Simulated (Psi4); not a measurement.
# MP2/def2-TZVP (core potential) run of InHF2 (SMILES [F][InH][F])

What is the vertical ionisation energy of InHF2 at MP2/def2-TZVP (core potential)? 

Program for the calculation: Psi4 1.11.

2 further runs of the same task are left out: 2 set aside as unsound or not needed.

## 1. The system as given

InHF2: 4 atoms, total charge 0, spin state singlet. As SMILES, `[F][InH][F]`. The shape is that of a PBE0-D4/def2-TZVP optimisation.

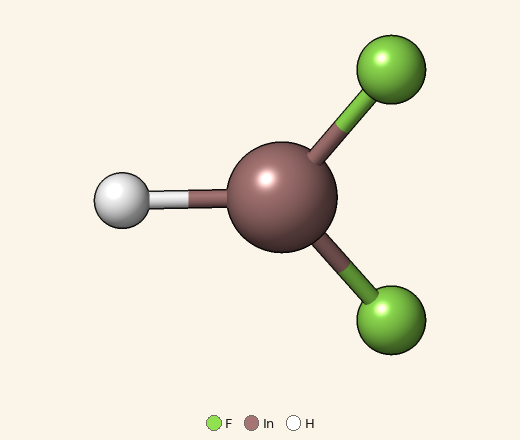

The structure, seen from a chosen angle (fluorine green, indium brown, hydrogen white).

## 2. A single-point energy at MP2/def2-TZVP (core potential)

f2hin.in reads:

```
memory 1600 mb

molecule {
  0 1
  F     -1.694300    -0.668800     0.241700
  In     0.043800     0.113800    -0.088400
  F      1.340800    -1.004700     0.811200
  H      0.365400     1.499400    -0.984800
  symmetry c1
}

set {
  basis           def2-TZVP
  puream          true
  e_convergence   1e-09
  d_convergence   1e-08
  scf_type        pk
  num_frozen_docc 6
  mp2_type        conv
}

energy_value, wavefunction = energy("mp2", return_wfn=True)
```

The run is started by

```sh
$ psi4 -n 1 f2hin.in f2hin.out
```

f2hin.out (excerpt; [...] marks lines left out):

```text
[...]
    !!!  WARNING: ECP capability is in beta. Please check occupations closely.  !!!
[...]
  Running in c1 symmetry.
[...]
  Nuclear repulsion =  126.753633381027427
[...]
  Multiplicity = 1
[...]
  Nalpha       = 20
  Nbeta        = 20
[...]
    Number of basis functions: 118
[...]
   @RHF iter   1:  -388.67282043110868   -1.76765e+00   5.41208e-03 DIIS/ADIIS
[...]
   @RHF iter  11:  -388.80871705374255   -2.44427e-11   9.84371e-09 DIIS
[...]
    Orbital Energies [Eh]
    ---------------------
    Doubly Occupied:
       1A    -26.225667     2A    -26.225658     3A     -5.430540
       4A     -3.695015     5A     -3.684967     6A     -3.684176
       7A     -1.500627     8A     -1.499200     9A     -1.081231
      10A     -1.079410    11A     -1.076537    12A     -1.074117
      13A     -1.066501    14A     -0.647132    15A     -0.594821
      16A     -0.592643    17A     -0.589518    18A     -0.579132
      19A     -0.567915    20A     -0.501870
[...]
  @RHF Final Energy:  -388.80871705374255
   => Energetics <=
    Nuclear Repulsion Energy =            126.7536333810274272
    One-Electron Energy =                -868.3313464181744621
    Two-Electron Energy =                 352.7689959834045226
    Total Energy =                       -388.8087170537425550
[...]
 Multipole Moments:
 ------------------------------------------------------------------------------------
     Multipole            Electronic (a.u.)      Nuclear  (a.u.)        Total (a.u.)
 ------------------------------------------------------------------------------------
 L = 1.  Multiply by 2.5417464519 to convert [e a0] to [Debye]
 Dipole X            :          3.2246575           -2.9377079            0.2869496
 Dipole Y            :         13.8990145          -12.6618980            1.2371165
 Dipole Z            :         -8.9900993            8.1899711           -0.8001282
 Magnitude           :                                                    1.5010005
[...]
	SCS-MP2 Total Energy (a.u.)        :  -389.55333835348563
	SOS-MP2 Total Energy (a.u.)        :  -389.47748464979156
	SCSN-MP2 Total Energy (a.u.)       :  -389.20922460924743
[...]
	SOS-PI-MP2 Total Energy (a.u.)     :  -389.58894591579974
[...]
	MP2 Total Energy (a.u.)            :  -389.59358449486569
[...]
```

It took 20 s on 1 thread of Intel Xeon Platinum 8175M at 2.50GHz (Skylake/Cascade Lake), shared host; peak memory 1 GiB.

## 3. The doublet cation at the same level

f2hin.json reads:

```json
{
 "schema_name": "qcschema_input",
 "schema_version": 1,
 "molecule": {
  "schema_name": "qcschema_molecule",
  "schema_version": 2,
  "symbols": ["F", "In", "F", "H"],
  "geometry": [-3.20176297, -1.26384883, 0.4567468, 0.08277, 0.21505083, -0.16705179, 2.53374479, -1.89860784, 1.53294583, 0.69050593, 2.83345535, -1.86100229],
  "molecular_charge": 1,
  "molecular_multiplicity": 2,
  "fix_symmetry": "c1",
  "fix_com": true,
  "fix_orientation": true
 },
 "driver": "energy",
 "model": {
  "method": "mp2",
  "basis": "def2-TZVP"
 },
 "keywords": {
  "reference": "uhf",
  "puream": true,
  "e_convergence": 1e-09,
  "d_convergence": 1e-08,
  "scf_type": "pk",
  "num_frozen_docc": 6,
  "mp2_type": "conv",
  "maxiter": 100
 }
}
```

The run is started by

```sh
$ psi4 --qcschema f2hin.json -n 1 --memory 1600MB
```

stdout (excerpt; [...] marks lines left out):

```text
[...]
    !!!  WARNING: ECP capability is in beta. Please check occupations closely.  !!!
[...]
  Running in c1 symmetry.
[...]
  Nuclear repulsion =  126.753633512997325
[...]
  Multiplicity = 2
[...]
  Nalpha       = 20
  Nbeta        = 19
[...]
    Number of basis functions: 118
[...]
   @UHF iter   1:  -388.15769995616876   -1.27720e+00   5.64810e-03 ADIIS/DIIS
[...]
   @UHF iter  24:  -388.35066008898986   -1.12948e-10   7.77596e-09 DIIS
[...]
   @S^2 Observed:                7.892243001E-01
[...]
  @UHF Final Energy:  -388.35066008898986
   => Energetics <=
    Nuclear Repulsion Energy =            126.7536335129973253
    One-Electron Energy =                -857.4098422214084394
    Two-Electron Energy =                 342.3055486194212449
    Total Energy =                       -388.3506600889898550
  UHF NO Occupations:
  HONO-2 :   18  A 1.9955495
  HONO-1 :   19  A 1.9851488
[...]
 Multipole Moments:
 ------------------------------------------------------------------------------------
     Multipole            Electronic (a.u.)      Nuclear  (a.u.)        Total (a.u.)
 ------------------------------------------------------------------------------------
 L = 1.  Multiply by 2.5417464519 to convert [e a0] to [Debye]
 Dipole X            :          4.1567240           -3.5834877            0.5732363
 Dipole Y            :         23.4398352          -21.1125872            2.3272480
 Dipole Z            :        -14.0714324           12.5381438           -1.5332886
 Magnitude           :                                                    2.8452868
[...]
	SCS-MP2 Total Energy (a.u.)        :  -389.07563742672016
	SOS-MP2 Total Energy (a.u.)        :  -389.05391932497434
	SCSN-MP2 Total Energy (a.u.)       :  -388.75096310974612
[...]
	SOS-PI-MP2 Total Energy (a.u.)     :  -389.10801618928082
[...]
	MP2 Total Energy (a.u.)            :  -389.11907363021180
[...]
```

The result, in JSON:

```text
{
 "driver": "energy",
 "model": {
  "method": "mp2",
  "basis": "def2-TZVP"
 },
 "success": true,
 "return_result": -389.1190736302118,
 "properties": {
  "calcinfo_nbasis": 118,
  "calcinfo_nmo": 118,
  "calcinfo_nalpha": 20,
  "calcinfo_nbeta": 19,
  "calcinfo_natom": 4,
  "nuclear_repulsion_energy": 126.75363351299733,
  "return_energy": -389.1190736302118,
  "scf_one_electron_energy": -857.4098422214084,
  "scf_two_electron_energy": 342.30554861942124,
  "scf_dipole_moment": [0.5732362973826537, 2.32724799013522, -1.533288644123978],
  "scf_total_energy": -388.35066008898986,
  "scf_iterations": 24,
  "mp2_same_spin_correlation_energy": -0.2274448981569834,
  "mp2_opposite_spin_correlation_energy": -0.5409686430649823,
  "mp2_singles_energy": 0.0,
  "mp2_doubles_energy": -0.7684135412219657,
  "mp2_correlation_energy": -0.7684135412219462,
  "mp2_total_energy": -389.1190736302118
 }
}
```

It took 26 s on 1 thread of Intel Xeon Platinum 8175M at 2.50GHz (Skylake/Cascade Lake), shared host; peak memory 1 GiB.

## 4. Outcome

At MP2/def2-TZVP (core potential), 6 core orbitals frozen:

```
                                                                  quantity          value
                                               singlet InHF2: total energy  -389.59358 Eh
                        singlet InHF2: HOMO energy (Hartree–Fock orbitals)      -13.66 eV
                        singlet InHF2: LUMO energy (Hartree–Fock orbitals)        0.54 eV
                      singlet InHF2: HOMO–LUMO gap (Hartree–Fock orbitals)       14.19 eV
                singlet InHF2: correlation energy (6 core orbitals frozen)     -784.9 mEh
                                              doublet cation: total energy  -389.11907 Eh
doublet cation: HOMO energy (Hartree–Fock orbitals) (highest over α and β)      -20.44 eV
 doublet cation: LUMO energy (Hartree–Fock orbitals) (lowest over α and β)      -11.46 eV
               doublet cation: correlation energy (6 core orbitals frozen)     -768.4 mEh
                         doublet cation: ⟨S²⟩ of the reference determinant          0.789
                        vertical ionisation energy (to the doublet cation)      12.912 eV
```

What this shows: Removing an electron at fixed nuclei costs 12.91 eV (1246 kJ/mol).
